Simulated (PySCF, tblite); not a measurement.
# C₂H₈O₃Si₃: geometry, infrared bands and NMR shifts

What infrared bands and NMR shifts should C₂H₈O₃Si₃ (`O=C(O)[Si@@H]1C[SiH2][SiH2]O1`) show?

The runs use tblite 0.8.0 and PySCF 2.14.0, with density-fitted response routines of our own; the level of theory stands in each step. All values are computed, except where a source is named. Atoms count from 0, in the outputs and in this text.

### 1 The molecule as given

16 atoms, charge 0, multiplicity 1; geometry from: force field or distance geometry start.

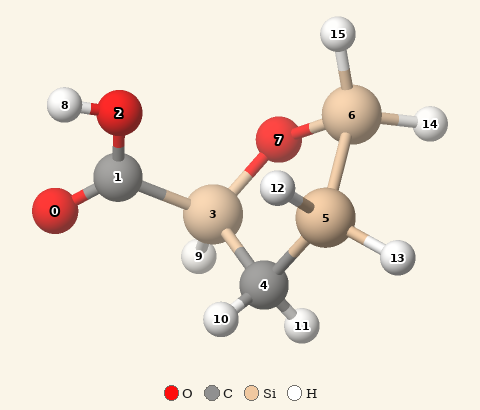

The starting geometry (oxygen red, carbon grey, silicon light orange, hydrogen white), atoms numbered; sticks join atoms by distance.

### 2 Relaxing the molecule with GFN2-xTB

The job: settings as JSON, then the geometry in Å.

```
{"job": {"kind": "relax", "xc": "GFN2-xTB", "basis": "xTB"}, "charge": 0, "multiplicity": 1}
O      3.068100    -0.961400    -0.781300
C      2.152900    -0.553700    -0.070100
O      2.406500     0.339300     0.924500
Si     0.381800    -1.181900    -0.352400
C     -0.537000     0.029300    -1.500000
Si    -1.241000     1.307100    -0.312000
Si    -1.542600    -0.014300     1.615500
O     -0.526100    -1.262700     1.100900
H      3.369600     0.500900     0.882800
H      0.351900    -2.537500    -0.969900
H      0.140500     0.467400    -2.245000
H     -1.345300    -0.503100    -2.021500
H     -0.231500     2.374900    -0.059000
H     -2.500200     1.891100    -0.825400
H     -2.940600    -0.505900     1.738500
H     -1.014700     0.619400     2.863100
```

Run with:

```bash
$ OMP_NUM_THREADS=1 python probes_run.py task.json out
```

This one command runs all jobs of the session in turn.

What it wrote:

```text
step      E/eV     max force
  0    -702.34724    1.776
  1    -702.46831    1.715
  2    -702.54159    1.003
  3    -702.57900    0.509
  4    -702.62469    0.416
  5    -702.64490    0.438
  6    -702.67576    0.352
  7    -702.69637    0.340
  8    -702.71793    0.411
  9    -702.73335    0.376
 10    -702.74255    0.179
 11    -702.74669    0.154
 12    -702.75033    0.146
 13    -702.75484    0.208
 14    -702.75943    0.177
 15    -702.76307    0.134
 16    -702.76519    0.093
 17    -702.76641    0.082
 18    -702.76740    0.067
 19    -702.76832    0.084
 20    -702.76923    0.075
 21    -702.77015    0.097
 22    -702.77103    0.096
 23    -702.77178    0.062
 24    -702.77239    0.061
 25    -702.77290    0.061
 26    -702.77350    0.072
 27    -702.77437    0.084
 28    -702.77542    0.087
 29    -702.77632    0.067
 30    -702.77685    0.051
 31    -702.77720    0.053
 32    -702.77759    0.057
 33    -702.77813    0.070
 34    -702.77870    0.064
 35    -702.77919    0.063
 36    -702.77971    0.073
 37    -702.78048    0.074
 38    -702.78167    0.105
 39    -702.78308    0.109
 40    -702.78417    0.063
 41    -702.78477    0.047
 42    -702.78521    0.050
 43    -702.78583    0.073
 44    -702.78681    0.092
 45    -702.78812    0.132
 46    -702.78955    0.113
 47    -702.79073    0.233
 48    -702.79200    0.088
 49    -702.79289    0.079
 50    -702.79384    0.105
 51    -702.79434    0.055
 52    -702.79493    0.095
 53    -702.79514    0.142
 54    -702.79540    0.044
 55    -702.79557    0.041
 56    -702.79593    0.039
 57    -702.79620    0.045
 58    -702.79639    0.031
 59    -702.79647    0.026
 60    -702.79652    0.025
 61    -702.79658    0.020
 62    -702.79665    0.019
 63    -702.79671    0.020
 64    -702.79675    0.021
 65    -702.79678    0.017
 66    -702.79681    0.015
 67    -702.79683    0.011
 68    -702.79684    0.008
```

Wall time 2.1 s (1 thread of Intel Xeon at 2.50GHz, shared host); peak memory 0.18 GiB.

Step by step: (not every step is listed)

```
step  energy from step 0 (eV)  largest force (eV/Å)
   0                   0.0000                1.7757
   1                  -0.1211                1.7155
   2                  -0.1943                1.0027
   3                  -0.2318                0.5094
   4                  -0.2774                0.4158
   5                  -0.2977                0.4383
   6                  -0.3285                0.3516
   7                  -0.3491                0.3403
   8                  -0.3707                0.4110
  13                  -0.4076                0.2079
  18                  -0.4202                0.0675
  23                  -0.4245                0.0617
  28                  -0.4282                0.0874
  33                  -0.4309                0.0703
  38                  -0.4344                0.1049
  43                  -0.4386                0.0729
  48                  -0.4448                0.0877
  53                  -0.4479                0.1421
  58                  -0.4491                0.0309
  63                  -0.4495                0.0197
  64                  -0.4495                0.0209
  65                  -0.4495                0.0171
  66                  -0.4496                0.0154
  67                  -0.4496                0.0108
  68                  -0.4496                0.0077
```

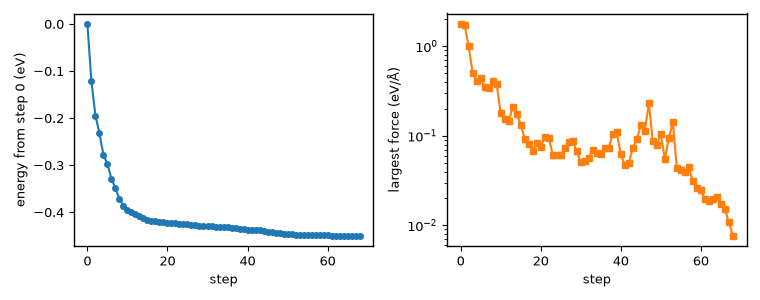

Energy and force, step by step.

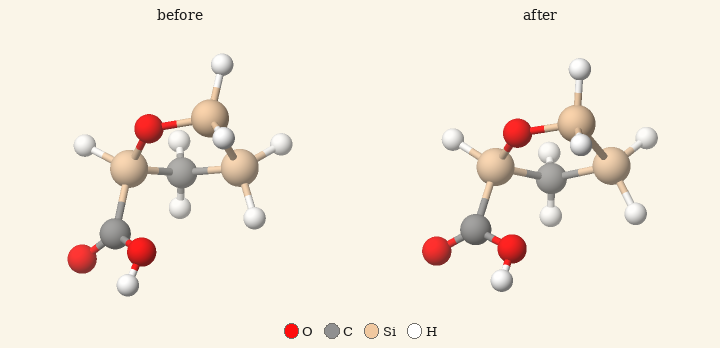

The geometry before (left) and after (right).

Close pairs (by a distance rule), those that changed most:

```
   bond  before (Å)  after (Å)  change (Å)
 Si3–O7       1.715      1.626      -0.089
 C4–Si5       1.881      1.927      +0.046
Si5–Si6       2.356      2.317      -0.039
 Si6–O7       1.690      1.655      -0.035
 Si3–H9       1.490      1.455      -0.035
Si6–H15       1.496      1.464      -0.031
  O0–C1       1.229      1.205      -0.023
Si6–H14       1.487      1.465      -0.022
```

The end geometry stands in the next job.

### 3 Infrared spectrum with GFN2-xTB

The job: settings as JSON, then the geometry in Å.

```
{"job": {"kind": "ir", "xc": "GFN2-xTB", "basis": "xTB"}, "charge": 0, "multiplicity": 1}
O      3.132515    -1.352473    -0.415812
C      2.144147    -0.767238    -0.050852
O      2.221757     0.356048     0.678463
Si     0.323152    -1.230934    -0.419566
C     -0.444173     0.161094    -1.475498
Si    -1.361984     1.381126    -0.299513
Si    -1.423495     0.045940     1.593682
O     -0.477852    -1.172565     0.994402
H      3.148827     0.585241     0.867745
H      0.206660    -2.603496    -0.888099
H      0.300660     0.667721    -2.086487
H     -1.157188    -0.275699    -2.173971
H     -0.575076     2.619336    -0.189912
H     -2.648489     1.754866    -0.910725
H     -2.660073    -0.650457     1.956648
H     -0.736986     0.490433     2.808084
```

What it wrote:

```text
mode    cm-1     km/mol
  1      25.6      0.31
  2      35.7      2.77
  3      61.5      0.28
  4     121.9      0.18
  5     161.5      5.31
  6     244.2      1.98
  7     280.2      5.96
  8     336.8     20.26
  9     366.1     51.10
 10     427.1     38.39
 11     441.3      4.56
 12     450.3     14.33
 13     455.8     11.25
 14     523.0      3.32
 15     549.6     11.35
 16     587.8    217.29
 17     600.7     29.41
 18     606.9      2.42
 19     644.5     95.10
 20     666.8    131.39
 21     697.8    153.92
 22     707.1     77.45
 23     726.2    312.52
 24     742.0    139.43
 25     769.4    601.11
 26     784.3     37.86
 27     806.4    112.66
 28     956.5    386.03
 29     984.6      9.05
 30    1103.2     48.08
 31    1107.7    273.19
 32    1207.2     31.78
 33    1458.2      3.44
 34    1761.5    382.14
 35    2167.3    260.13
 36    2183.2    150.15
 37    2210.8    653.12
 38    2229.4    168.95
 39    2337.6    319.82
 40    2984.2     27.87
 41    2999.5      7.02
 42    3371.8     12.32
```

Wall time 2.6 s (1 thread of Intel Xeon at 2.50GHz, shared host); peak memory 0.18 GiB.

The strongest bands and the atoms that carry them (share of the mass-weighted mode):

```
cm⁻¹  km/mol                                  atoms
 726   312.5                      C4 17 %, Si5 11 %
 769   601.1  C4 18 %, H14 15 %, H15 14 %, H12 13 %
 956   386.0                      O7 71 %, Si3 16 %
1108   273.2              O2 40 %, H8 26 %, C1 21 %
1762   382.1                       C1 61 %, O0 38 %
2167   260.1                     H13 77 %, H12 14 %
2211   653.1                     H14 52 %, H15 36 %
2338   319.8                                H9 97 %
```

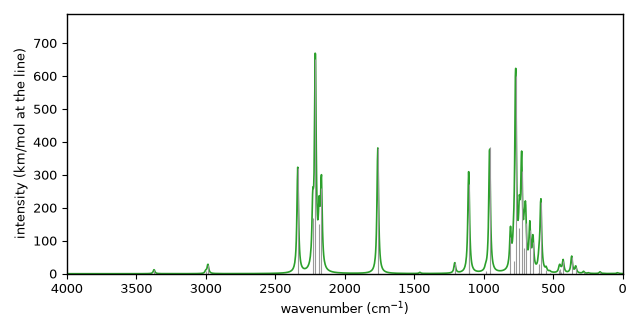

The infrared spectrum from these modes, unscaled. Lines are broadened to a width of 14 cm⁻¹ (Lorentzian).

### 4 NMR shieldings: PBE0/pcSseg-1

Settings changed since step 3:

```diff
@@ -1,2 +1,2 @@
-{"job": {"kind": "ir", "xc": "GFN2-xTB", "basis": "xTB"}, "charge": 0, "multiplicity": 1}
+{"job": {"kind": "nmr", "xc": "PBE0", "basis": "pcSseg-1"}, "charge": 0, "multiplicity": 1}
 O      3.132515    -1.352473    -0.415812
```

Level: GIAO PBE0/pcSseg-1 NMR shielding, non-relativistic, gas phase.

What it wrote:

```text
coarse grid: 15264 points
cycle   1  E = -1174.1910182287  dE =  1.145e+00  |g| = 1.169e+00  |ddm| = 3.792e+00
cycle   2  E = -1173.6416542677  dE =  5.494e-01  |g| = 2.058e+00  |ddm| = 2.411e+00
cycle   3  E = -1174.4249347449  dE = -7.833e-01  |g| = 3.064e-01  |ddm| = 1.786e+00
cycle   4  E = -1174.4406417570  dE = -1.571e-02  |g| = 1.170e-01  |ddm| = 2.499e-01
cycle   5  E = -1174.4428282544  dE = -2.186e-03  |g| = 3.838e-02  |ddm| = 9.242e-02
cycle   6  E = -1174.4431050310  dE = -2.768e-04  |g| = 9.860e-03  |ddm| = 3.659e-02
cycle   7  E = -1174.4431221046  dE = -1.707e-05  |g| = 2.565e-03  |ddm| = 7.970e-03
cycle   8  E = -1174.4431234572  dE = -1.353e-06  |g| = 5.367e-04  |ddm| = 2.325e-03
final grid: 134800 points
cycle   9  E = -1174.5180729094  dE = -1.182e-05  |g| = 1.245e-02  |ddm| = 2.215e-02
cycle  10  E = -1174.5180219490  dE =  5.096e-05  |g| = 2.073e-02  |ddm| = 2.034e-02
cycle  11  E = -1174.5180993893  dE = -7.744e-05  |g| = 2.404e-03  |ddm| = 1.342e-02
cycle  12  E = -1174.5181004199  dE = -1.031e-06  |g| = 3.711e-04  |ddm| = 1.508e-03
cycle  13  E = -1174.5181004410  dE = -2.105e-08  |g| = 1.479e-04  |ddm| = 3.874e-04
cycle  14  E = -1174.5181004450  dE = -4.054e-09  |g| = 3.562e-05  |ddm| = 1.454e-04
cycle  15  E = -1174.5181004453  dE = -2.178e-10  |g| = 9.261e-06  |ddm| = 3.805e-05
converged SCF energy = -1174.5181004453

GIAO shielding tensors (ppm)
atom      isotropic    diamagn.    paramagn.     s11        s22        s33       span
  0 O     -168.731     399.933    -568.665   -480.236   -284.677    258.720    738.956
  1 C        1.843     254.408    -252.564   -106.940     31.920     80.551    187.491
  2 O      102.545     394.230    -291.685    -68.908    145.245    231.299    300.207
  3 Si     360.700     880.665    -519.965    285.669    383.560    412.870    127.201
  4 C      193.649     260.181     -66.533    180.728    195.101    205.118     24.391
  5 Si     426.181     881.023    -454.843    392.068    409.402    477.072     85.003
  6 Si     364.163     879.641    -515.478    298.762    341.178    452.549    153.787
  7 O      288.521     401.908    -113.387    187.086    329.571    348.905    161.820
  8 H       25.186      30.420      -5.234     19.174     23.236     33.148     13.973
  9 H       26.547      28.869      -2.323     22.941     24.000     32.699      9.758
 10 H       31.309      32.265      -0.956     26.633     27.745     39.549     12.916
 11 H       31.304      31.273       0.030     25.350     28.224     40.337     14.987
 12 H       27.464      29.514      -2.050     24.089     25.009     33.293      9.204
 13 H       27.590      28.894      -1.304     23.721     25.132     33.917     10.196
 14 H       26.224      28.461      -2.237     22.351     24.249     32.071      9.720
 15 H       26.157      28.980      -2.823     22.677     24.341     31.452      8.775
```

Run time: 1.7 min. Hardware: 1 thread of Intel Xeon at 2.50GHz, shared host; peak memory 0.92 GiB.

The references, computed at this level on geometries of the same kind, shield at (ppm): ¹H TMS 31.72, ¹³C TMS 186.9, ²⁹Si TMS 349.2, ¹⁷O H2O 336.1. Their shielding less the atom's gives the shift. The references are single molecules in the gas phase, so shifts against H2O, NH3, PH3, H3PO4 or CFCl3 are not on the usual liquid scales and can be off by tens of ppm.

```
atoms                                                   environment  σ (ppm)  δ (ppm)  δ scaled to CDCl3
   C1                                               carbonyl carbon      1.8    185.1              178.7
   C4                                        sp3 CH2 bonded to 2 Si    193.6     -6.7               -8.5
   H8                           hydrogen on an acid hydroxyl oxygen    25.19     6.53                  –
  H15   hydrogen on a silicon bonded to O, Si, in a 5-membered ring    26.16     5.56                  –
  H14   hydrogen on a silicon bonded to O, Si, in a 5-membered ring    26.22     5.49                  –
   H9  hydrogen on a silicon bonded to 2 C, O, in a 5-membered ring    26.55     5.17                  –
  H12   hydrogen on a silicon bonded to C, Si, in a 5-membered ring    27.46     4.25                  –
  H13   hydrogen on a silicon bonded to C, Si, in a 5-membered ring    27.59     4.13                  –
  H11                         hydrogen on an sp3 CH2 bonded to 2 Si    31.30     0.41               0.49
  H10                         hydrogen on an sp3 CH2 bonded to 2 Si    31.31     0.41               0.49
   O0                                               carbonyl oxygen   -168.7    504.8                  –
   O2                                          acid hydroxyl oxygen    102.5    233.5                  –
   O7                   oxygen bonded to 2 Si, in a 5-membered ring    288.5     47.6                  –
  Si3             silicon bonded to 2 C, O, H, in a 5-membered ring    360.7    -11.5                  –
  Si6            silicon bonded to O, Si, 2 H, in a 5-membered ring    364.2    -15.0                  –
  Si5            silicon bonded to C, Si, 2 H, in a 5-membered ring    426.2    -77.0                  –
```

The scaled column applies a straight-line fit of computed shieldings to shifts measured in CDCl3 (root-mean-square error 0.16 ppm for H, 1.9 ppm for C).

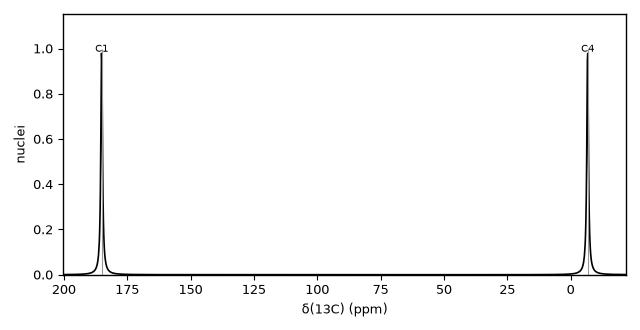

¹³C lines at the computed shifts, without couplings. Lines are broadened to a width of 0.77 ppm (Lorentzian).

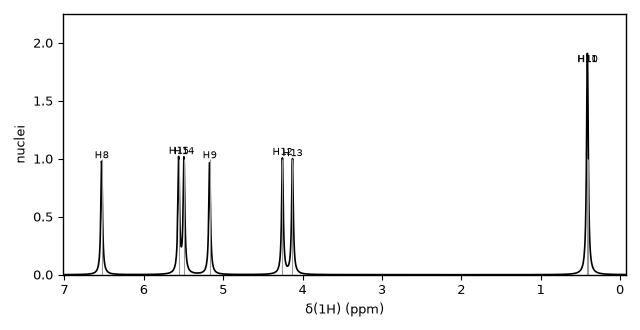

¹H lines at the computed shifts, without couplings. Lines are broadened to a width of 0.02 ppm (Lorentzian).

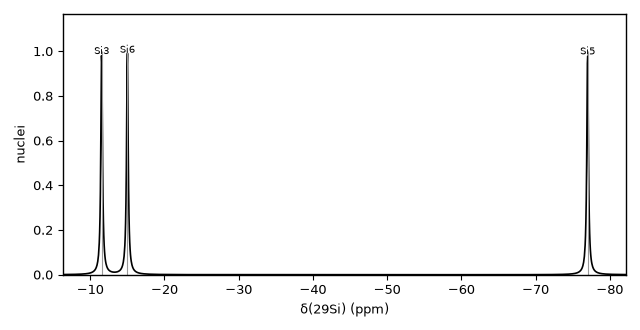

²⁹Si lines at the computed shifts, without couplings. Lines are broadened to a width of 0.26 ppm (Lorentzian).

Charges from the same density, by scheme (e):

```
atoms  Mulliken    IAO  Hirshfeld  ESP fit
   O0     -0.40  -0.45      -0.27    -0.54
   C1      0.18   0.26       0.12     0.62
   O2     -0.37  -0.48      -0.17    -0.62
  Si3      1.09   1.10       0.42     0.39
   C4     -0.89  -0.83      -0.25    -0.33
  Si5      0.29   0.42       0.24     0.28
  Si6      0.58   0.71       0.32     0.39
   O7     -0.75  -0.88      -0.31    -0.40
```

Hirshfeld charges:

O0 -0.27; C1 0.12; O2 -0.17; Si3 0.42; C4 -0.25; Si5 0.24; Si6 0.32; O7 -0.31; H8 0.18; H9 -0.07; H10 0.04; H11 0.04; H12 -0.07; H13 -0.08; H14 -0.08; H15 -0.08

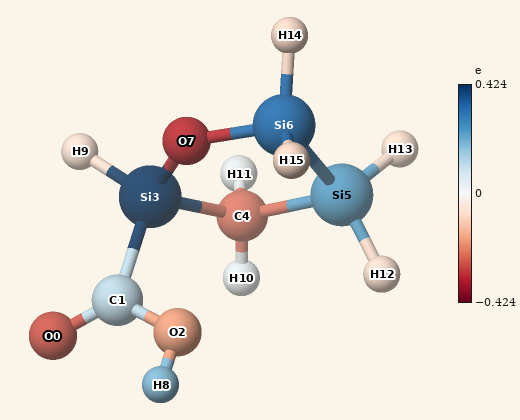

Hirshfeld charges, as colours on the atoms.

Mayer bond orders: O0–C1 1.91, C1–O2 1.10, C1–Si3 0.74, Si3–C4 0.91, C4–Si5 0.88, Si5–Si6 0.93, Si6–O7 0.88, O7–Si3 0.97.

Ring of atoms Si3, C4, Si5, Si6, O7: NICS(0) -4.5, NICS(1) -2.6, NICS(1)zz -3.0 ppm (means of both faces).

### 5 Results

```
                                 quantity                                               value
strongest single infrared mode (GFN2-xTB)                               2211 cm⁻¹, 653 km/mol
             zero-point energy (GFN2-xTB)                                       59.9 kcal/mol
   ¹³C shifts against TMS (PBE0/pcSseg-1)                                     185.1, -6.7 ppm
    ¹H shifts against TMS (PBE0/pcSseg-1)  6.53, 5.56, 5.49, 5.17, 4.25, 4.13, 0.41, 0.41 ppm
   ¹⁷O shifts against H2O (PBE0/pcSseg-1)                              504.8, 233.5, 47.6 ppm
  ²⁹Si shifts against TMS (PBE0/pcSseg-1)                             -11.5, -15.0, -77.0 ppm
```

What this shows: Over 68 steps the energy fell by 0.450 eV; of the close pairs, Si3–O7 changed most, 1.715 to 1.626 Å. All 42 modes are real, so the xTB geometry is a minimum. The strongest single mode, at 2211 cm⁻¹, moves mainly H14 and H15. GFN2-xTB is a fitted tight-binding method: band positions and strengths are rough. Its intensities can rank the bands wrongly. At PBE0/pcSseg-1: Shielding is most anisotropic at O0 (span 739 ppm, paramagnetic term -569 ppm).
